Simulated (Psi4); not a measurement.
# revPBE/aug-cc-pVDZ run of BBrF2 (SMILES FB(F)Br)

Aim: the vertical singlet–triplet gap of BBrF2 at revPBE/aug-cc-pVDZ, from 2 runs. 

Program for the calculation: Psi4 1.11.

1 further run of the same task is left out (set aside as unsound or not needed). Runs told in other sessions of the task aren't counted.

## (1) The molecule

The species is BBrF2 (4 atoms), meant as a singlet with charge 0. SMILES: `FB(F)Br`. Geometry: relaxed at PBE0-D4/def2-TZVP.

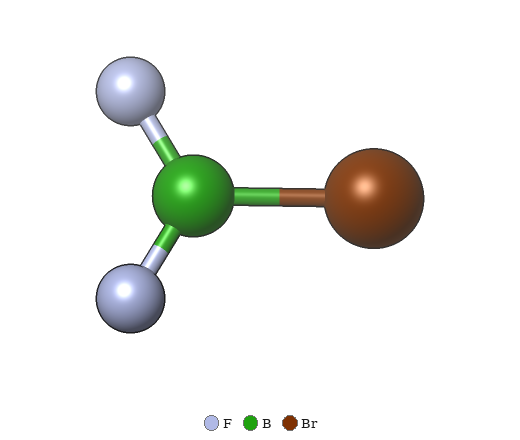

Viewed from a chosen angle; fluorine light blue, boron green, bromine brown.

## (2) Energy and forces at revPBE/aug-cc-pVDZ

Contents of input.inp:

```
memory 2200 MB

molecule system {
  0 1
  F
  B 1 1.309009
  F 2 1.309017 1 119.21827
  Br 2 1.902693 1 120.39094 3 179.99943
  symmetry c1
}

set globals {
  basis                aug-cc-pVDZ
  puream               true
  e_convergence        1e-09
  d_convergence        1e-08
  scf_type             pk
  dft_radial_points    99
  dft_spherical_points 590
}

e_tot, wfn = gradient("revpbe", return_wfn=True)
oeprop(wfn, "DIPOLE", "QUADRUPOLE", "MULLIKEN_CHARGES")
print_variables()
```

Command:

```console
$ psi4 input.inp input.out -n 1
```

input.out, cut to the lines that bear on the results:

```text
[...]
  Running in c1 symmetry.
[...]
  Nuclear repulsion =  222.994929387424236
[...]
  Multiplicity = 1
[...]
  Nalpha       = 29
  Nbeta        = 29
[...]
    Number of basis functions: 105
[...]
   @RKS iter   1: -2798.32027073562949   -1.38060e+00   7.89336e-03 ADIIS/DIIS
[...]
   @RKS iter  12: -2798.54273703957324   -2.27374e-12   5.34554e-10 DIIS
[...]
    Orbital Energies [Eh]
    ---------------------
    Doubly Occupied:
       1A   -481.080793     2A    -61.866810     3A    -55.772448
       4A    -55.770207     5A    -55.769515     6A    -24.338618
       7A    -24.338583     8A     -8.452485     9A     -6.684855
      10A     -6.325023    11A     -6.316999    12A     -6.314710
      13A     -2.522002    14A     -2.520102    15A     -2.518459
      16A     -2.512452    17A     -2.512352    18A     -1.175413
      19A     -1.148270    20A     -0.744202    21A     -0.544857
      22A     -0.506601    23A     -0.464532    24A     -0.462451
      25A     -0.405864    26A     -0.389621    27A     -0.360683
      28A     -0.295757    29A     -0.281983
[...]
  @RKS Final Energy: -2798.54273703957324
   => Energetics <=
    Nuclear Repulsion Energy =            222.9949293874242358
    One-Electron Energy =               -4336.5773118038741814
    Two-Electron Energy =                1431.0547702850303722
    DFT Exchange-Correlation Energy =    -116.0151249081538083
    Empirical Dispersion Energy =           0.0000000000000000
    VV10 Nonlocal Energy =                  0.0000000000000000
    Total Energy =                      -2798.5427370395732396
[...]
  -Total Gradient:
     Atom            X                  Y                   Z
    ------   -----------------  -----------------  -----------------
       1        0.000000328846    -0.000616983889     0.033550815164
       2       -0.000000813707    -0.019989501636    -0.011730078403
       3        0.000000328842     0.028974952312    -0.016912699217
       4        0.000000147665    -0.008352777280    -0.004898836627
[...]
 Multipole Moments:
 ------------------------------------------------------------------------------------
     Multipole            Electronic (a.u.)      Nuclear  (a.u.)        Total (a.u.)
 ------------------------------------------------------------------------------------
 L = 1.  Multiply by 2.5417464519 to convert [e a0] to [Debye]
 Dipole X            :          0.0000207           -0.0000241           -0.0000034
 Dipole Y            :          3.3192227           -3.2561802            0.0630424
 Dipole Z            :          1.9466489           -1.9096902            0.0369587
 Magnitude           :                                                    0.0730773
 L = 2.  Multiply by 1.3450342976 to convert [e a0^2] to [Debye ang]
 Quadrupole XX       :        -24.0569609            0.0000000          -24.0569609
 Quadrupole XY       :         -0.0016830            0.0016914            0.0000084
[...]
  Mulliken Charges: (a.u.)
   Center  Symbol    Alpha    Beta     Spin     Total
       1     F     4.63115  4.63115  0.00000 -0.26230
       2     B     2.14671  2.14671  0.00000  0.70657
       3     F     4.63116  4.63116  0.00000 -0.26231
       4    BR    17.59098 17.59098  0.00000 -0.18196
   Total alpha = 29.00000, Total beta = 29.00000, Total charge =  0.00000
  Variable Map:
  ----------------------------------------------------------------------------
  "CURRENT ENERGY"              =>   -2798.542737039573
  "CURRENT REFERENCE ENERGY"    =>   -2798.542737039573
[...]
```

Run time: 73 s. Hardware: 1 thread of AMD EPYC 7R43 (Zen 3), shared host; peak memory 1.3 GiB.

## (3) The triplet, same level

Contents of bbrf2.json:

```json
{
 "schema_name": "qcschema_input",
 "schema_version": 1,
 "molecule": {
  "schema_name": "qcschema_molecule",
  "schema_version": 2,
  "symbols": ["F", "B", "F", "Br"],
  "geometry": [-0.40751944, -2.58229185, -0.20762421, -0.24177156, -0.11967636, -0.04302906, -2.29114175, 1.24652004, -0.27259299, 2.94043275, 1.45544816, 0.52324627],
  "molecular_charge": 0,
  "molecular_multiplicity": 3,
  "fix_symmetry": "c1",
  "fix_com": true,
  "fix_orientation": true
 },
 "driver": "gradient",
 "model": {
  "method": "revpbe",
  "basis": "aug-cc-pVDZ"
 },
 "keywords": {
  "reference": "uks",
  "puream": true,
  "e_convergence": 1e-09,
  "d_convergence": 1e-08,
  "scf_type": "pk",
  "dft_radial_points": 99,
  "dft_spherical_points": 590,
  "maxiter": 100
 }
}
```

Command:

```console
$ psi4 --qcschema bbrf2.json -n 1 --memory 2200MB
```

stdout, cut to the lines that bear on the results:

```text
[...]
  Running in c1 symmetry.
[...]
  Nuclear repulsion =  222.994940131163503
[...]
  Multiplicity = 3
[...]
  Nalpha       = 30
  Nbeta        = 28
[...]
    Number of basis functions: 105
[...]
   @UKS iter   1: -2798.01612471103135   -1.07646e+00   8.09015e-03 ADIIS/DIIS
[...]
   @UKS iter  15: -2798.29208482650984    0.00000e+00   8.28672e-09 DIIS
[...]
   @S^2 Observed:                2.003471363E+00
[...]
  @UKS Final Energy: -2798.29208482650984
   => Energetics <=
    Nuclear Repulsion Energy =            222.9949401311635029
    One-Electron Energy =               -4334.5361944019496150
    Two-Electron Energy =                1429.2529461210069712
    DFT Exchange-Correlation Energy =    -116.0037766767306380
    Empirical Dispersion Energy =           0.0000000000000000
    VV10 Nonlocal Energy =                  0.0000000000000000
    Total Energy =                      -2798.2920848265098357
  UHF NO Occupations:
  HONO-2 :   28  A 1.9992109
  HONO-1 :   29  A 1.0000000
[...]
 Multipole Moments:
 ------------------------------------------------------------------------------------
     Multipole            Electronic (a.u.)      Nuclear  (a.u.)        Total (a.u.)
 ------------------------------------------------------------------------------------
 L = 1.  Multiply by 2.5417464519 to convert [e a0] to [Debye]
 Dipole X            :        -76.3612580           77.4183377            1.0570797
 Dipole Y            :        -37.7971330           38.3203575            0.5232245
 Dipole Z            :        -13.5883732           13.7765194            0.1881462
 Magnitude           :                                                    1.1943954
[...]
  -Total Gradient:
     Atom            X                  Y                   Z
    ------   -----------------  -----------------  -----------------
       1       -0.004502399786     0.087905415288     0.004311370767
       2       -0.032454266712    -0.016070303645    -0.005767635262
       3        0.066809564513    -0.057058304770     0.006770514438
       4       -0.029835531404    -0.014768211581    -0.005311168062
[...]
```

The result, in JSON:

```text
{
 "driver": "gradient",
 "model": {
  "method": "revpbe",
  "basis": "aug-cc-pVDZ"
 },
 "success": true,
 "return_result": [-0.004502399786421436, 0.08790541528761409, 0.004311370766634551, -0.03245426671235651, -0.016070303645044352, -0.005767635261614026, 0.06680956451311129, -0.05705830476955409, 0.006770514437827835, -0.029835531403615667, -0.014768211581265248, -0.005311168061833356],
 "properties": {
  "calcinfo_nbasis": 105,
  "calcinfo_nmo": 105,
  "calcinfo_nalpha": 30,
  "calcinfo_nbeta": 28,
  "calcinfo_natom": 4,
  "nuclear_repulsion_energy": 222.9949401311635,
  "return_energy": -2798.29208482651,
  "return_gradient": [-0.004502399786421436, 0.08790541528761409, 0.004311370766634551, -0.03245426671235651, -0.016070303645044352, -0.005767635261614026, 0.06680956451311129, -0.05705830476955409, 0.006770514437827835, -0.029835531403615667, -0.014768211581265248, -0.005311168061833356],
  "scf_one_electron_energy": -4334.53619440195,
  "scf_two_electron_energy": 1429.252946121007,
  "scf_xc_energy": -116.00377667673064,
  "scf_dipole_moment": [1.0570797041487197, 0.5232245403143594, 0.18814617936880396],
  "scf_total_energy": -2798.29208482651,
  "scf_total_gradient": [-0.004502399786421436, 0.08790541528761409, 0.004311370766634551, -0.03245426671235651, -0.016070303645044352, -0.005767635261614026, 0.06680956451311129, -0.05705830476955409, 0.006770514437827835, -0.029835531403615667, -0.014768211581265248, -0.005311168061833356],
  "scf_iterations": 15
 }
}
```

Wall time 90 s (1 thread of AMD EPYC 7R43 (Zen 3), shared host); peak memory 1.3 GiB.

## (4) What came out

Level: revPBE/aug-cc-pVDZ.

| quantity | value |
| --- | --- |
| singlet: total energy | -2798.54274 Eh |
| singlet: dipole moment | 0.19 D |
| singlet: HOMO energy | -7.67 eV |
| singlet: LUMO energy | -1.44 eV |
| singlet: HOMO–LUMO gap | 6.23 eV |
| singlet: largest force on an atom | 1.726 eV/Å |
| triplet: total energy | -2798.29208 Eh |
| triplet: dipole moment | 3.04 D |
| triplet: HOMO energy (highest over α and β) | -1.37 eV |
| triplet: ⟨S²⟩ | 2.003 |
| triplet: largest force on an atom | 4.532 eV/Å |
| vertical energy of the triplet above the singlet | 6.821 eV |

**Reading.** At this shape the triplet lies 6.82 eV (157 kcal/mol) above the singlet. The largest force (singlet) is 1.73 eV/Å: the shape isn't a stationary point for this species at this level. Mulliken charges (singlet) run from -0.26 on F3 to +0.71 on B2; in a basis this large or diffuse they mean little.
